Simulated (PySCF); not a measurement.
# SiH: from the state search to spectroscopic constants

Aim: find the lowest electronic state of SiH, scan its bond at several levels of theory, and get bond length, wavenumber and dissociation energy from each curve.

Program: PySCF 2.14.0. Level of theory: Si cc-pV(D+d)Z, H cc-pVDZ, no relativity. These are calculated values, not measurements.

## (1) The job

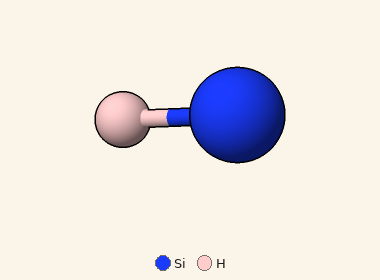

The two atoms at the starting distance (silicon blue, hydrogen pink).

A driver script around PySCF takes these settings:

- atoms: Si, H
- charge: 0
- basis: Si cc-pV(D+d)Z, H cc-pVDZ
- Hamiltonian: no relativity
- basis functions: 28
- electrons treated: 15
- masses in u: 27.9769, 1.0078
- levels: PBE0, PBE, r²SCAN, r²SCANh, BHandHLYP, B97-3, HF, MP2, SCS-MP2, CCSD, CCSD(T)
- grid: 80 radial by 434 angular points
- occupations: held fixed by the projection of orbital angular momentum
- dissociation limit: Si + H, each in its ground configuration
- starting distance in angstrom: 1.435
- values of 2S to try: 1, 3

Run with:

```bash
$ OMP_NUM_THREADS=1 python dia.py task.json out
```

Further steps of the session: The PBE0 curve of the state that the search chose; Higher solutions at PBE0; PBE (GGA); r²SCAN (meta-GGA); r²SCANh (hybrid meta-GGA); BHandHLYP; B97-3; UHF (mean field); Adding correlation.

Q: Predict the outcome of this session. Wanted: for each run, Re; ωe; De; μ.

As calculated:

Lowest PBE0 solution found, without spin–orbit coupling: ²Π (doublet), unpaired electrons π ↑. State 2 has its PBE0 minimum 1.56 eV higher. The other levels ran on the lowest alone.

| level | Re (Å) | ωe (cm⁻¹) | De (eV) | μ (D) |
| --- | --- | --- | --- | --- |
| UHF | 1.521 | 2125 | 2.22 | 0.24 |
| UHF-MP2 | 1.525 | 2094 | 2.76 | n/a |
| UHF-SCS-MP2 | 1.527 | 2083 | 2.86 | n/a |
| UHF-CCSD | 1.531 | 2045 | 2.90 | n/a |
| UHF-CCSD(T) | 1.533 | 2034 | 2.92 | n/a |
| PBE | 1.556 | 1945 | 3.09 | 0.14 |
| r²SCAN | 1.539 | 2009 | 3.08 | 0.22 |
| r²SCANh | 1.536 | 2028 | 3.07 | 0.22 |
| PBE0 | 1.541 | 2020 | 3.06 | 0.19 |
| B97-3 | 1.538 | 2023 | 3.17 | 0.18 |
| BHandHLYP | 1.526 | 2073 | 3.15 | 0.16 |

De is counted to Si + H in their ground configurations. A positive dipole means Si(−)H(+).

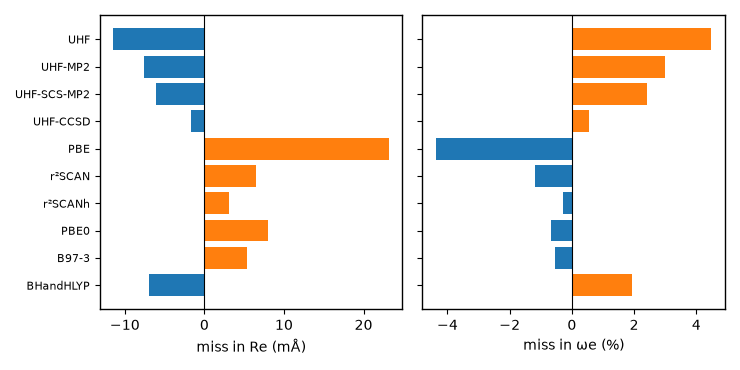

Differences in bond length and wavenumber from CCSD(T) in the same basis.

In words: Against CCSD(T) in the same basis, the bond length is nearest at UHF-CCSD (-2 mÅ) and farthest at PBE (+23 mÅ); the wavenumber is nearest at r²SCANh (-0.3 %) and farthest at UHF (+4.5 %). Hartree–Fock makes the bond too short and too stiff against this reference, as it mostly does. PBE has the long and soft bond that GGAs tend to give. CCSD(T) in a basis this small is itself some way from its limit, more so than the functionals. Among the levels with a De in the table, it runs from 2.22 eV (UHF) to 3.17 eV (B97-3).

Correlated steps freeze 5 core orbitals.
